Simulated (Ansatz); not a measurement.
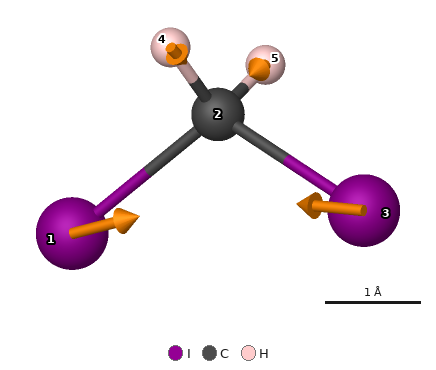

This is a relaxation of CH2I2. The starting structure is drawn; orange arrows show the displacements, 20 times their true length. The two geometries are superimposed by the best rigid fit.

A ball-and-stick model, seen at a tilt.

The start comes from PBE-D4/def2-SVP.

Computed with RKS PBE0-D4/def2-TZVP (Ansatz). Set-up: force threshold 0.005 eV/Å; at most 150 steps.

> What happened in the run?

The largest moves after the best rigid fit, 0.043 Å, are those of I1 and I3. Largest moves by element: I 0.043 Å, H 0.017 Å, C 0.002 Å. Some distances before and after: C2–I3 2.161 → 2.122 Å, C2–H4 1.102 → 1.084 Å. After 5 geometry steps the energy has fallen by 0.85 kcal/mol. Largest force component: 0.59 eV/Å at the start, 0.00021 eV/Å at the end. The run took of the order of 40 core-seconds on a shared host.
